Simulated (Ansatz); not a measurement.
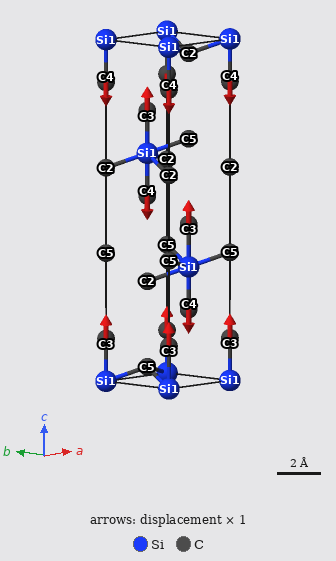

A relaxation of a crystal of SiC4 (a generated structure, set up in R-3m) (coarse preliminary run). The starting structure is drawn; red arrows show the displacements (the part carried along by the change of the cell is left out), at their true length.

A ball-and-stick model of the conventional cell (3 times the calculation's cell), seen from a free direction. Lengths and directions refer to the drawn axes.

Method: DFT PBE, scalar-relativistic, plane waves, PAW in Ansatz 0.2.0.

Input file:
```yaml
crystal:
  lattice:
    - [1.68812732, 0.97464076, 5.51340074]
    - [-1.68812732, 0.97464076, 5.51340074]
    - [0.0, -1.94928153, 5.51340074]
  atoms:
    - { symbol: Si, position: [0.0, 0.0, 0.0] }
    - { symbol: C, position: [0.625, 0.625, 0.625] }
    - { symbol: C, position: [0.125, 0.125, 0.125] }
    - { symbol: C, position: [0.875, 0.875, 0.875] }
    - { symbol: C, position: [0.375, 0.375, 0.375] }
basis:
  ecutwfc: 420
kpoints:
  mp_grid: { grid: [6, 6, 6] }
hamiltonian:
  xc: pbe
scf:
  occupations: { method: gaussian, width: 0.1 }
  lower_state_search: "off"
output:
  forces: true
  stress: true
  eigenvalues: true
relax:
  adjacent_minimum: "off"
  f_tol: 0.04
  max_steps: 70
  cell: { stress_tol: 0.4 }
```

Run as
```bash
ansatz run input.yaml --threads 1 --pin off --max-ram 2560MiB --backend cpu --events-out ev --progress --plain --runs-dir out
```

### What happened in the run?

After 26 accepted moves (30 points after the start) the energy has fallen by 6.728 eV per cell of the calculation. The largest force component goes from 1.2 to 0.017 eV/Å. Pressure: −23.01 GPa at the start and 0.14 GPa at the end. The SCF was repeated 4 times at an unchanged geometry on a basis and grid sized afresh for the cell, which shifted the energy by 0.244 eV per cell of the calculation at most. The largest moves relative to the cell, 1.18 Å, are those of C3 and C4. C3 goes along +c. Si stays in place. Cell: a = b 3.376 → 2.608 Å (−22.7 %), c 16.540 → 28.433 Å (+71.9 %). Volume +2.6 %. Some distances before and after: Si1–C3 2.068 → 4.739 Å, C3–C4 2.387 → 1.506 Å, Si1–Si1 3.376 → 2.608 Å, Si1–C2 2.068 → 1.915 Å. New bonds form: C3–C4 (2.39 → 1.51 Å). Bonds break: Si1–C3 (2.07 → 4.74 Å), Si1–C4 (2.07 → 4.74 Å). Among the angles between lasting bonds that change: C2–Si1–C2 109.5° → 85.9°, C2–Si1–C5 70.5° → 94.1°, Si1–C2–Si1 109.5° → 85.9°. The space group stays R-3m (No. 166). The run took 47 s on 1 thread of Arm Neoverse V2, with other jobs on the host, peak memory 0.32 GiB.
